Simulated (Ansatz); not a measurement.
**GeH7NO2Si: density, localisation and related maps**

```yaml
atoms:
  - { symbol: N, position_ang: [-1.1131, 1.5105, 0.5644] }
  - { symbol: Ge, position_ang: [-0.1803, -0.0585, 0.4159] }
  - { symbol: O, position_ang: [0.8689, 0.0127, 1.8673] }
  - { symbol: O, position_ang: [-1.3065, -1.4387, 0.5924] }
  - { symbol: Si, position_ang: [1.0156, -0.4859, -1.6140] }
  - { symbol: H, position_ang: [-0.7277, 2.1377, 1.2685] }
  - { symbol: H, position_ang: [-1.2941, 2.0264, -0.2932] }
  - { symbol: H, position_ang: [1.0788, -0.8677, 2.2073] }
  - { symbol: H, position_ang: [-2.0652, -1.1914, 1.1412] }
  - { symbol: H, position_ang: [2.0928, 0.5344, -1.7673] }
  - { symbol: H, position_ang: [0.0846, -0.3883, -2.7756] }
  - { symbol: H, position_ang: [1.6232, -1.8463, -1.5727] }
```

All numbers below come from RKS B3LYP-D4/def2-SVP (Ansatz).

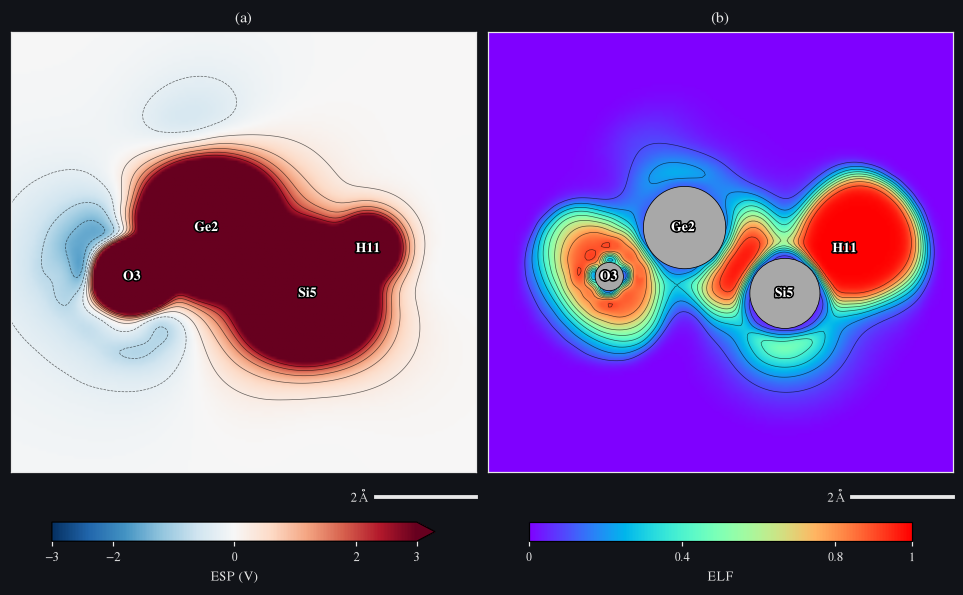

Figure 1. (a) molecular electrostatic potential; (b) electron localisation function on the plane of atoms O3, Ge2 and Si5. Grey discs cover the atomic cores in the ELF map.

Question: Read the bonding off the picture.

Answer: The section cuts through Ge, O, Si and H sites.
Ge–O (1.79 Å): the ELF peaks at about 0.85 in the valence shell of O, 0.6 Å from its nucleus, and is about 0.35 at the midpoint.
Si–Ge (2.39 Å): the ELF peaks at about 0.95 between the atoms: localised, covalent bonding.
Si–H (1.49 Å): the ELF climbs to about 1 towards the hydrogen, as it does in any bond to H.
The ELF also peaks beside O3, away from the bonds: lone-pair regions.
Outside the dense part of the molecule the potential is most negative (−1.6 V) near O3.

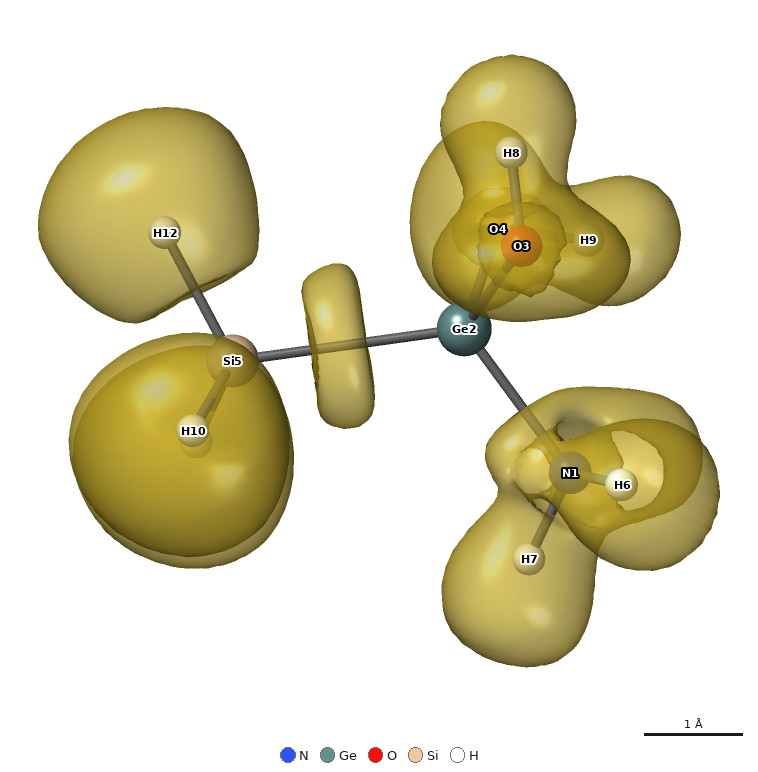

Figure 2. Isosurface of the ELF at 0.75 (yellow), seen across its widest extent. Core shells and regions of very low density are left out.

Question: Describe the localisation domains.

Answer: At this value the surface marks out one region between bonded Ge–Si atoms (shared pairs), three regions around hydrogen nuclei, one joined region spread over several atoms (H, N), in which their bonds and any lone pairs are merged and two joined regions spread over several atoms (H, O), in which their bonds and any lone pairs are merged.


 Ge–N (1.83 Å): the ELF peaks at about 0.90 in the valence shell of N, 0.6 Å from its nucleus, and is about 0.50 at the midpoint.

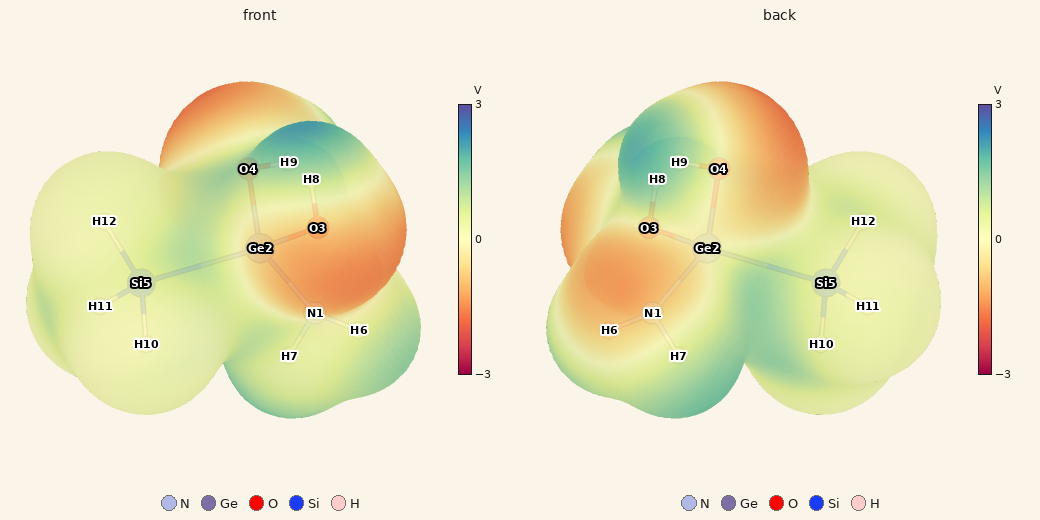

Figure 3. The electrostatic potential painted on the density surface at 0.002 e/bohr³, seen from the front and from behind; red is negative and blue positive.

Question: Where is the surface potential most negative and most positive?

Answer: The most negative region (about −1.6 V, or −37 kcal/mol for a unit charge) lies over O4, the most positive (about +2.0 V, or +46 kcal/mol for a unit charge) over H8. O4 is the likeliest acceptor of a hydrogen bond.
